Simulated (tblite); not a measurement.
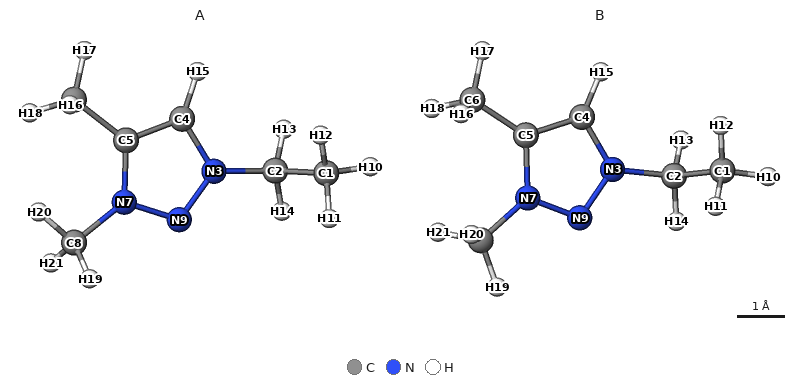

Two geometries of C6H12N3 (charge +1), drawn at one scale. One is the start of a relaxation, the other its converged end. The picture is a ball-and-stick view, seen from a free direction.

Computed with GFN2-xTB geometry optimisation, gas phase (tblite 0.8.0). 

### Which one is relaxed?

Structure B is the relaxed one. Over 102 geometry steps the energy falls by 0.630 eV. The atom that moves furthest after the best rigid fit is H20 (1.02 Å). By element the largest moves are H 1.02 Å, C 0.15 Å, N 0.12 Å. Among the contacts that change: C6–H16 1.143 → 1.089 Å, N7–N9 1.345 → 1.302 Å, C2–H14 1.130 → 1.091 Å, C5–C6 1.511 → 1.474 Å. Bond angles that change, for instance: C4–C5–C6 124.9° → 132.2°, C2–N3–N9 127.8° → 120.8°, C4–C5–N7 110.3° → 104.3°. Groups turn about N7–C8 by about 50°. Cost: 0.71 s on 1 thread of Intel(R) Xeon(R) Platinum 8488C, on a shared host.
